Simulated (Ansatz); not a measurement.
# C3H5BO: basis-set convergence

Aim: see how fast density functionals converge with the basis set for C3H5BO.

Program: Ansatz 0.2.0, Gaussian basis. Level of theory: one geometry, several basis sets. These are calculated values, not measurements.

Levels to be run: PBE0-D4/def2-SVP; ωB97M-V/def2-SVP; PBE0-D4/def2-QZVPP; ωB97M-V/def2-QZVPP; the functionals' def2-TZVPP values are taken from earlier runs.

### Step 1. The geometry

An earlier PBE0-D4 in a triple-zeta def2 set relaxation fixed the geometry.

SMILES `CC#CBO`, 10 atoms, charge 0, spin multiplicity 1.

Atoms are counted from 1 here; the program's logs count them from 0.

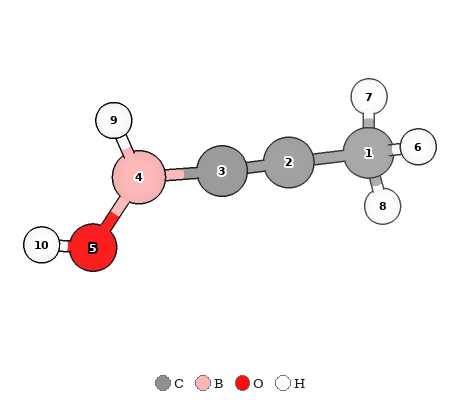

The structure; carbon grey, boron pink, oxygen red, hydrogen white; atoms are numbered from 1 in the order of the file.

### Step 2. PBE0-D4 in def2-SVP

Contents of in.yaml:

```yaml
crystal:
  periodic: [false, false, false]
  atoms:
    - {symbol: C, position_ang: [-1.124229, -1.952043, -0.154218]}
    - {symbol: C, position_ang: [-0.396647, -0.711111, -0.002639]}
    - {symbol: C, position_ang: [0.210867, 0.327975, 0.115424]}
    - {symbol: B, position_ang: [0.974143, 1.617790, 0.343268]}
    - {symbol: O, position_ang: [1.310738, 2.386233, -0.721466]}
    - {symbol: H, position_ang: [-2.101903, -1.884233, 0.330206]}
    - {symbol: H, position_ang: [-0.579875, -2.777477, 0.311788]}
    - {symbol: H, position_ang: [-1.280711, -2.195655, -1.207639]}
    - {symbol: H, position_ang: [1.280367, 1.960190, 1.453439]}
    - {symbol: H, position_ang: [1.790550, 3.177129, -0.465363]}
basis:
  gaussian: {orbitals: def2-SVP}
hamiltonian: {xc: pbe0, dispersion: d4}
output: {orbitals: {seedname: orbitals}}
```

Run with:

```
$ ansatz run in.yaml --threads 2 --pin off --events-out ev --progress --plain --max-ram 4352MiB
```

What it wrote:

```text
Functional definition: PBE0
  name "PBE0"
  cite "Adamo & Barone, J. Chem. Phys. 110, 6158 (1999) doi:10.1063/1.478522"
  cite "Perdew, Burke & Ernzerhof, Phys. Rev. Lett. 77, 3865 (1996) doi:10.1103/PhysRevLett.77.3865"
  parent pbe
  parameter a = 0.25
  parameter kappa = 0.804
  parameter beta = 0.06672455060314922
  exchange = (1 - a)*pbe_x(kappa = kappa, mu = beta*pi^2/3) + a*exact_x
  correlation = pbe_c(beta = beta)
1061 factors; their error is unknown
mean field evaluation 1: about -5897.6561 eV, gradient 5.4e1 eV
mean field evaluation 2: about -5895.3519 eV, gradient 6.6e1 eV
mean field evaluation 4: about -5904.1921 eV, gradient 2.7e0 eV
mean field evaluation 8: about -5904.2101 eV, gradient 2.7e-1 eV
mean field evaluation 16: about -5904.2171 eV, gradient 3.7e-5 eV
mean field -5904.21709232 eV, -216.9759761206 hartree, gradient 3.7e-5 eV, S^2 0.000000; 0 other end points of the search recorded, 0 dependent functions left out
reference -5904.21712021 eV, -216.9759771457 hartree; 18, 18 occupied and 77, 77 virtual orbitals, 1061 factors
Total energy: -5904.34070680 eV, -216.9805188690 hartree
```

Wall time 0.5 s (2 threads of AMD EPYC 9R45, shared host).

### Step 3. ωB97M-V in def2-SVP

Edit in.yaml of step 2 so:

```diff
@@ -15,3 +15,3 @@
   gaussian: {orbitals: def2-SVP}
-hamiltonian: {xc: pbe0, dispersion: d4}
+hamiltonian: {xc: {name: wB97M-V}}
 output: {orbitals: {seedname: orbitals}}
```

Launched as before.

What it wrote, cut to the lines that bear on the results:

```text
Functional definition: wB97M-V
  name "wB97M-V"
  cite "Mardirossian & Head-Gordon, J. Chem. Phys. 144, 214110 (2016) doi:10.1063/1.4952647"
  cite "Becke, J. Chem. Phys. 107, 8554 (1997) doi:10.1063/1.475007"
  cite "Vydrov & Van Voorhis, J. Chem. Phys. 133, 244103 (2010) doi:10.1063/1.3521275"
  # Of w^i u^j: cxij and so on, Table III.
[...]
  gx(w, u) = 1 - cx + cx01*u + cx10*w
  gss(w, u) = css00 + css04*u^4 + css10*w + css20*w^2 + css43*w^4*u^3
  gos(w, u) = cos00 + cos10*w + (cos20 + cos21*u)*w^2 + (cos60 + cos61*u)*w^6
[...]
      + integral(e_c_pw_mod_opposite_spin*gos(b97_w_opposite, b97_u_opposite)) + vv10(b, c)
1061 factors; their error is unknown
258 factors; integrals over basis functions are off by at most 1.4e-5 eV
[...]
mean field -5908.73603830 eV, -217.1420443225 hartree, gradient 4.3e-5 eV, S^2 0.000000; 0 other end points of the search recorded, 0 dependent functions left out
reference -5908.73608082 eV, -217.1420458848 hartree; 18, 18 occupied and 77, 77 virtual orbitals, 1061 factors
Total energy: -5908.73608082 eV, -217.1420458848 hartree
```

Run time: 1.7 s. Hardware: 2 threads of AMD EPYC 9R45, shared host.

### Step 4. PBE0-D4 in def2-QZVPP

Edit in.yaml of step 3 so:

```diff
@@ -14,4 +14,4 @@
 basis:
-  gaussian: {orbitals: def2-SVP}
-hamiltonian: {xc: {name: wB97M-V}}
+  gaussian: {orbitals: "def2-QZVPP.json"}
+hamiltonian: {xc: pbe0, dispersion: d4}
 output: {orbitals: {seedname: orbitals}}
```

Same command.

What it wrote:

```text
Functional definition: PBE0
  name "PBE0"
  cite "Adamo & Barone, J. Chem. Phys. 110, 6158 (1999) doi:10.1063/1.478522"
  cite "Perdew, Burke & Ernzerhof, Phys. Rev. Lett. 77, 3865 (1996) doi:10.1103/PhysRevLett.77.3865"
  parent pbe
  parameter a = 0.25
  parameter kappa = 0.804
  parameter beta = 0.06672455060314922
  exchange = (1 - a)*pbe_x(kappa = kappa, mu = beta*pi^2/3) + a*exact_x
  correlation = pbe_c(beta = beta)
1202 factors; their error is unknown
mean field evaluation 1: about -5901.7823 eV, gradient 6.8e1 eV
mean field evaluation 2: about -5897.5621 eV, gradient 8.3e1 eV
mean field evaluation 4: about -5911.1970 eV, gradient 3.4e0 eV
mean field evaluation 8: about -5911.2248 eV, gradient 1.6e-1 eV
mean field evaluation 16: about -5911.2260 eV, gradient 4.7e-5 eV
mean field -5911.22604107 eV, -217.2335502364 hartree, gradient 4.7e-5 eV, S^2 0.000000; 0 other end points of the search recorded, 0 dependent functions left out
reference -5911.22608102 eV, -217.2335517044 hartree; 18, 18 occupied and 417, 417 virtual orbitals, 1202 factors
Total energy: -5911.34966760 eV, -217.2380934276 hartree
```

Wall time 3.5 s (2 threads of AMD EPYC 9R45, shared host); peak memory 1 GiB.

### Step 5. ωB97M-V in def2-QZVPP

Edit in.yaml of step 4 so:

```diff
@@ -15,3 +15,3 @@
   gaussian: {orbitals: "def2-QZVPP.json"}
-hamiltonian: {xc: pbe0, dispersion: d4}
+hamiltonian: {xc: {name: wB97M-V}}
 output: {orbitals: {seedname: orbitals}}
```

Same command.

What it wrote, cut to the lines that bear on the results:

```text
Functional definition: wB97M-V
  name "wB97M-V"
  cite "Mardirossian & Head-Gordon, J. Chem. Phys. 144, 214110 (2016) doi:10.1063/1.4952647"
  cite "Becke, J. Chem. Phys. 107, 8554 (1997) doi:10.1063/1.475007"
  cite "Vydrov & Van Voorhis, J. Chem. Phys. 133, 244103 (2010) doi:10.1063/1.3521275"
  # Of w^i u^j: cxij and so on, Table III.
[...]
  gx(w, u) = 1 - cx + cx01*u + cx10*w
  gss(w, u) = css00 + css04*u^4 + css10*w + css20*w^2 + css43*w^4*u^3
  gos(w, u) = cos00 + cos10*w + (cos20 + cos21*u)*w^2 + (cos60 + cos61*u)*w^6
[...]
      + integral(e_c_pw_mod_opposite_spin*gos(b97_w_opposite, b97_u_opposite)) + vv10(b, c)
1202 factors; their error is unknown
347 factors; integrals over basis functions are off by at most 1.5e-5 eV
[...]
mean field -5915.99347500 eV, -217.4087502018 hartree, gradient 3.6e-5 eV, S^2 0.000000; 0 other end points of the search recorded, 0 dependent functions left out
reference -5915.99353835 eV, -217.4087525298 hartree; 18, 18 occupied and 417, 417 virtual orbitals, 1202 factors
Total energy: -5915.99353835 eV, -217.4087525298 hartree
```

It took 8 s on 2 threads of AMD EPYC 9R45, shared host; peak memory 1.3 GiB.

### Step 6. Density functionals: the series

The def2-TZVPP values come from earlier runs at the same geometry.

```
functional       basis  functions  energy (eV)  from the largest (eV)  HOMO (eV)  LUMO (eV)
   PBE0-D4    def2-SVP         95   -5904.3407                  7.009      -7.42      -0.72
   PBE0-D4  def2-TZVPP        225   -5911.0163                  0.333      -7.51      -0.88
   PBE0-D4  def2-QZVPP        435   -5911.3497                  0.000      -7.53      -0.92
   ωB97M-V    def2-SVP         95   -5908.7361                  7.257      -9.63       1.38
   ωB97M-V  def2-TZVPP        225   -5915.6844                  0.309      -9.74       1.14
   ωB97M-V  def2-QZVPP        435   -5915.9935                  0.000      -9.76       1.04
```

### Step 7. Outcome

| quantity | value |
| --- | --- |
| PBE0-D4: double and triple zeta above quadruple | 7.01, 0.33 eV |
| ωB97M-V: double and triple zeta above quadruple | 7.26, 0.31 eV |

PBE0-D4 gains 6.68 eV from double to triple zeta, then 0.33 eV more. These are total energies; as a rule much of such shifts cancels in differences, which this series doesn't test.

For PBE0-D4 the largest set took about 7 times as long as the smallest (3.5 s against 0.5 s).
